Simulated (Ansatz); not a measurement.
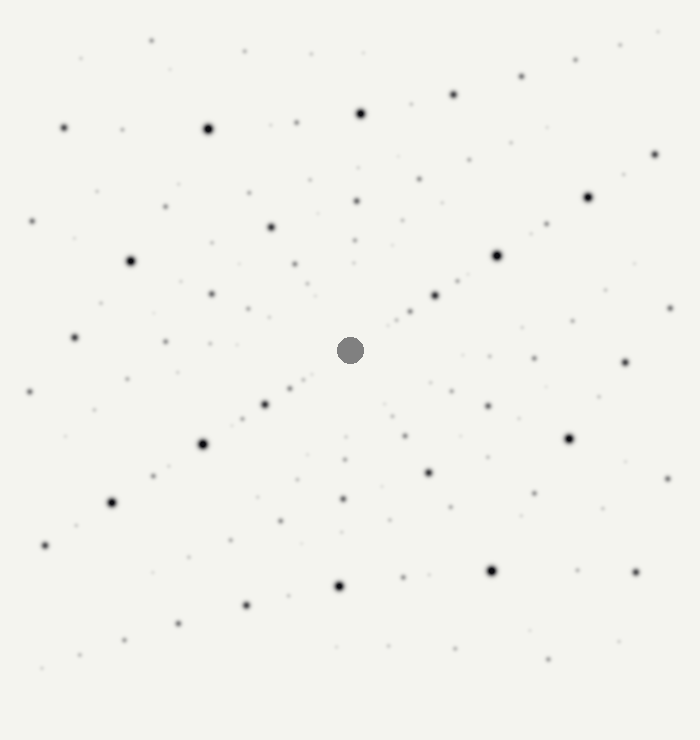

Simulated back-reflection Laue pattern (white X-rays, 0.45 to 2.2 Å, flat plate covering ±45° about the beam, kinematic intensities, seen from the source).

Q: Which symmetry elements lie along the beam?

A: 2mm: a twofold axis with two mirror lines.

The crystal is Ag, space group Fm-3m (No. 225), a = 4.15 Å. Structure: the input geometry of an electronic-structure calculation (not necessarily at equilibrium).

Q: Which direction points towards the source?

A: [110] or one equivalent to it by a rotation of the Laue group. In Laue class m-3m no other family of directions with a member of indices 0 and ±1 has this symmetry.
